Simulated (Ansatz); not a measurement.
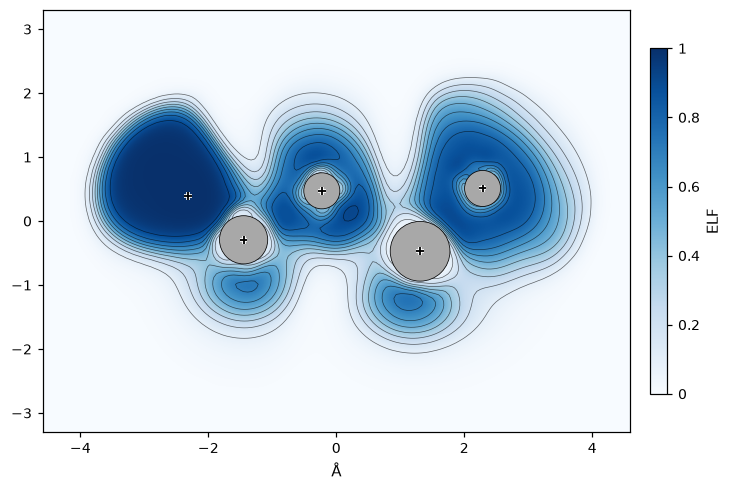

The ELF on a plane through atoms (crosses mark nuclei in the plane; grey discs cover the cores).

Theory: RKS PBE-D4/def2-SVP (Ansatz 0.2.0).

Candidates:
A. ClH$_{3}$O$_{3}$Sn···H$_{2}$
B. BClH$_{2}$O···CH$_{4}$O

Which candidate gave the map?

Answer. Candidate B: BClH$_{2}$O···CH$_{4}$O on the plane of atoms O6, C7 and H10, which holds B, O, C and H. B1···O6 (1.81 Å): the ELF peaks at about 0.90 in the valence shell of O, 0.6 Å from its nucleus, and is about 0.70 at the midpoint. B–O (1.39 Å): the ELF peaks at about 0.90 between the atoms (a polar covalent bond).
